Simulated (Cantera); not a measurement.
Charge: 1 mol Si3N4, 0.077 mol C, 1.5 mol N2, at 1475 K.

Method: chemical equilibrium by Gibbs-energy minimisation in Cantera with the NASA 1993 tables (ideal gas, pure condensed phases). Candidate condensed phases: C, Si, SiC, Si3N4; 20 gas species. Mutual solubility and eutectic melting of coexisting phases are not modelled. Rates play no part.

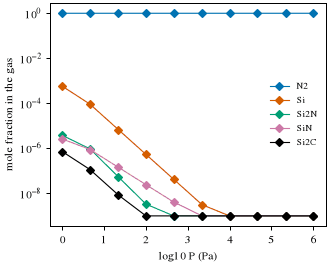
Equilibrium gas composition (values under 1e-9 drawn at 1e-9)

At 1.00 Pa the condensed part is Si(s) + SiC(s). From 4.60 Pa to 22.0 mbar the condensed part is SiC(s) + Si3N4(s). From 0.100 bar to 10.0 bar the condensed part is C(graphite) + Si3N4(s).
